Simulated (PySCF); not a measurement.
# One shape, several levels: CHCl3 (chloroform)

Aim: a comparison of 6 runs (HF/STO-3G, HF/3-21G, B3LYP/6-311+G**, CAM-B3LYP/6-311+G**, M06-L/6-311+G**, PBE0/6-311+G**) of CHCl3 (chloroform). Input form: a Python script.

The calculation is run with PySCF 2.14.0.

1 further run of the same task is left out (set aside as unsound or not needed).

### 1 The system as given

CHCl3: 5 atoms, total charge 0, spin state singlet. As SMILES, `ClC(Cl)Cl`. The C2–Cl4 distance was set to 3.185 Å, away from the relaxed value. At this shape a bond of the SMILES string is far longer than usual.

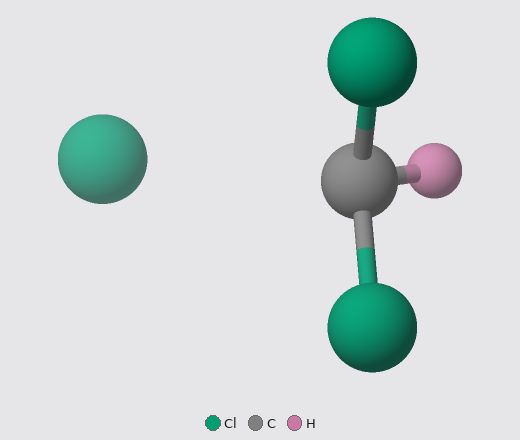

The structure, seen from a chosen angle (chlorine teal, carbon grey, hydrogen pink).

### 2 The energy at HF/STO-3G (run 1)

input.py

```python
from pyscf import gto

mol = gto.Mole()
mol.atom = '''
Cl       0.320310       0.677946       2.507752
C        1.057410       0.398806       0.923942
Cl       2.225870      -0.926714       1.018992
Cl      -1.189720      -0.268830      -1.232630
H        1.581000       1.305706       0.615812
'''
mol.max_memory = 1860
mol.verbose = 3
mol.basis = 'sto-3g'
mol.build()

hf = mol.RHF()
hf.conv_tol = 1e-10
hf.kernel()
if not hf.converged:
    hf = hf.newton().run(hf.mo_coeff, hf.mo_occ)

e_tot = hf.e_tot
print('Final energy', e_tot)
```

The run is started by

```console
OMP_NUM_THREADS=1 python input.py
```

Log:

```text
converged SCF energy = -1401.47328367525
Final energy -1401.473283675245
```

Wall time 0.93 s (1 thread of Intel Xeon at 2.70GHz, shared host); peak memory 0.12 GiB.

### 3 A single-point energy at HF/3-21G (run 2)

calc.py

```python
from pyscf import gto, scf

molecule = gto.Mole()
molecule.atom = '''
Cl     0.320310     0.677946     2.507752
C      1.057410     0.398806     0.923942
Cl     2.225870    -0.926714     1.018992
Cl    -1.189720    -0.268830    -1.232630
H      1.581000     1.305706     0.615812
'''
molecule.charge = 0
molecule.basis = '3-21g'
molecule.max_memory = 1860
molecule.verbose = 3
molecule.build()

myscf = scf.RHF(molecule)
myscf.conv_tol = 1e-10
myscf.kernel()
if not myscf.converged:
    myscf = myscf.newton().run(myscf.mo_coeff, myscf.mo_occ)

etot = myscf.e_tot
print(f'total energy: {etot:.8f} hartree')
```

The run is started by

```console
OMP_NUM_THREADS=1 python calc.py
```

Log:

```text
converged SCF energy = -1409.9289464901
total energy: -1409.92894649 hartree
```

Wall time 0.97 s (1 thread of Intel Xeon at 2.70GHz, shared host); peak memory 0.11 GiB.

### 4 A single-point energy at B3LYP/6-311+G(d,p) (run 3)

geometry.xyz

```xyz
5
CHCl3
Cl     0.320310     0.677946     2.507752
C      1.057410     0.398806     0.923942
Cl     2.225870    -0.926714     1.018992
Cl    -1.189720    -0.268830    -1.232630
H      1.581000     1.305706     0.615812
```

calc.py

```python
from pyscf import gto, dft

mol = gto.Mole()
mol.atom = 'geometry.xyz'
mol.max_memory = 1860
mol.basis = '6-311+g**'
mol.charge = 0
mol.verbose = 4
mol.build()

mf = dft.RKS(mol)
mf.xc = 'b3lyp'
mf.conv_tol = 1e-10
mf.grids.level = 5
mf.kernel()
if not mf.converged:
    mf = mf.newton().run(mf.mo_coeff, mf.mo_occ)

etot = mf.e_tot
print('E = %.10f Eh' % etot)
```

The run is started by

```console
OMP_NUM_THREADS=1 python calc.py
```

Log:

```text
PySCF version 2.14.0

[... 81 lines left out ...]
converged SCF energy = -1419.26759842883
E = -1419.2675984288 Eh
```

Run time: 27 s. Hardware: 1 thread of Intel Xeon at 2.70GHz, shared host; peak memory 0.65 GiB.

Runs 4 to 5 aren't shown in full; the table further down has their settings and results.

### 5 A single-point energy at PBE0/6-311+G(d,p) (run 6)

calc.py

```python
from pyscf import gto, dft

mol = gto.M(
    atom='''
Cl   0.320310   0.677946   2.507752
C    1.057410   0.398806   0.923942
Cl   2.225870  -0.926714   1.018992
Cl  -1.189720  -0.268830  -1.232630
H    1.581000   1.305706   0.615812
''',
    basis='6-311+g**',
    verbose=3,
    max_memory=1860,
    spin=0,
)

calc0 = dft.RKS(mol, xc='pbe0')
calc0.conv_tol = 1e-10
calc0.grids.level = 5
calc0.kernel()
if not calc0.converged:
    calc0 = calc0.newton().run(calc0.mo_coeff, calc0.mo_occ)

e_tot = calc0.e_tot
print('E(%s) = %.9f' % ('PBE0', e_tot))
```

The run is started by

```console
OMP_NUM_THREADS=1 python calc.py
```

Log:

```text
converged SCF energy = -1418.70858848412
E(PBE0) = -1418.708588484
```

Wall time 30 s (1 thread of Intel Xeon at 2.70GHz, shared host); peak memory 0.65 GiB.

### 6 Overview of the runs

| run | level | integration grid | energy (Eh) | dipole moment (D) | HOMO energy (eV) | LUMO energy (eV) | wall time |
| --- | --- | --- | --- | --- | --- | --- | --- |
| 1 | HF/STO-3G | – | -1401.473284 | 4.56 | -7.49 | -1.37 | 0.93 s |
| 2 | HF/3-21G | – | -1409.928946 | 6.66 | -9.79 | -3.09 | 0.97 s |
| 3 | B3LYP/6-311+G** | 5 | -1419.267598 | 5.66 | -7.67 | -5.94 | 27 s |
| 4 | CAM-B3LYP/6-311+G** | 5 | -1419.221662 | 6.00 | -9.26 | -4.97 | 45 s |
| 5 | M06-L/6-311+G** | 5 | -1419.195879 | 5.80 | -6.71 | -6.36 | 51 s |
| 6 | PBE0/6-311+G** | 5 | -1418.708588 | 5.76 | -7.91 | -5.82 | 30 s |

### 7 Outcome

```
            quantity           value
 run 6: total energy  -1418.70859 Eh
run 6: dipole moment          5.76 D
  run 6: HOMO energy        -7.91 eV
  run 6: LUMO energy        -5.82 eV
run 6: HOMO–LUMO gap         2.10 eV
```

**Reading.** The dipole moment (its size) runs from 4.56 D (HF/STO-3G) to 6.66 D (HF/3-21G). The HOMO–LUMO gap runs from 0.35 eV (M06-L/6-311+G**) to 6.70 eV (HF/3-21G). The two ends differ in method and basis. Totals of different functionals can't be ranked against each other. In run 1 the basis is minimal, so the values are rough. In runs 1, 2, 3, 4, 5, 6 a closed-shell determinant meets a far-stretched bond, which it describes badly. All runs together took 2.6 min, the longest 51 s.
